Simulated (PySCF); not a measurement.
Input

```
{"job": {"kind": "sp", "xc": "M06-2X", "basis": "def2-TZVP", "grid": 3}, "charge": 0, "multiplicity": 1}
C     -0.982400    -0.112949     0.021688
Si     0.883603     0.105396    -0.030690
H     -1.438618     0.585998     0.739076
H     -1.247703    -1.136933     0.325684
H     -1.425344     0.075350    -0.968131
H      1.242578     1.497102    -0.445912
H      1.500863    -0.846751    -1.005663
H      1.484658    -0.149427     1.315423
```

Command:

```sh
OMP_NUM_THREADS=1 python redox_run.py task.json out
```

Geometry: PBE0-D3(BJ)/def2-SVP.

All numbers below come from DFT single point, gas phase, functional M06-2X (PySCF 2.14.0, density-fitted response routines).

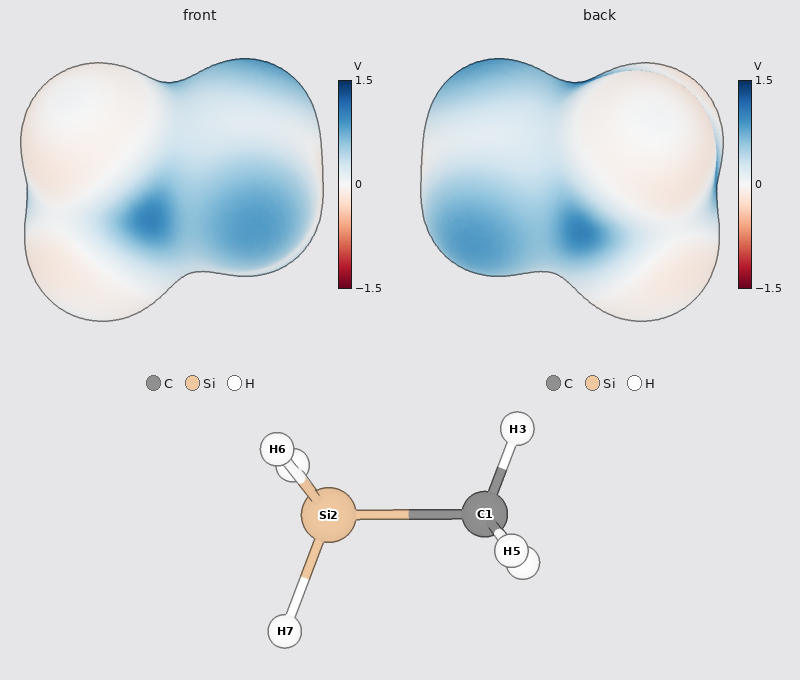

CH6Si. The molecular electrostatic potential painted on the density surface at 0.002 e/bohr³, seen from the front and from behind; red is negative and blue positive. The bare structure is drawn below in the same view.

### Which sites attract a positive test charge, and which a negative one?

A positive charge is drawn to the negative regions and a negative charge to the positive ones. The most negative region (about −0.1 V) lies over C1, H6, H7 and H8, the most positive (about +1.0 V) over Si2.
